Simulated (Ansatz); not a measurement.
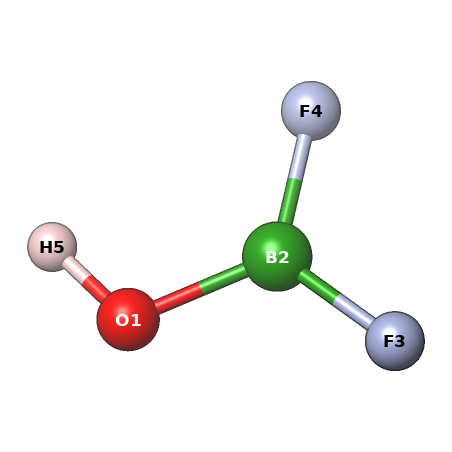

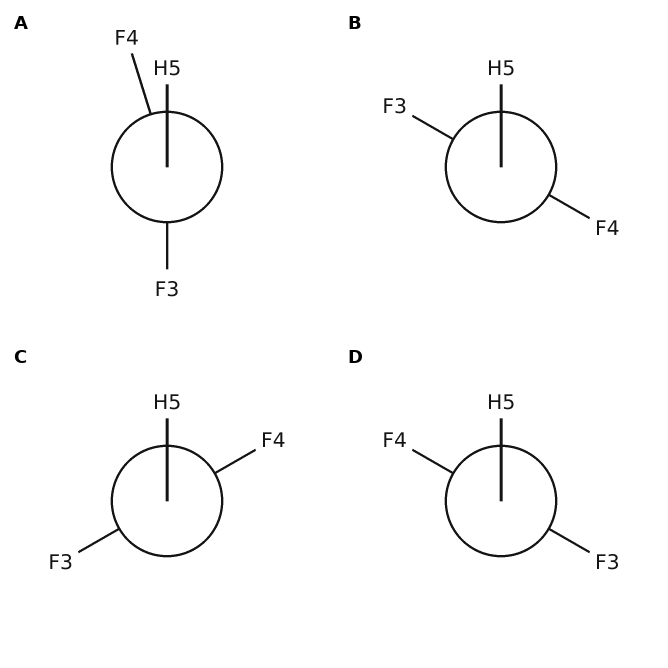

Atoms fade into the background with distance from the viewer. Bonds that would overlap in a projection are set slightly apart. The computed structure is the end point of a PBE-D4/def2-SVP optimisation. No frequency run is at hand to confirm it as a minimum.

> Which Newman projection shows the view along O1–B2, with O1 in front?

A. The torsion angle H5–O1–B2–F3 is 180°, antiperiplanar (anti).
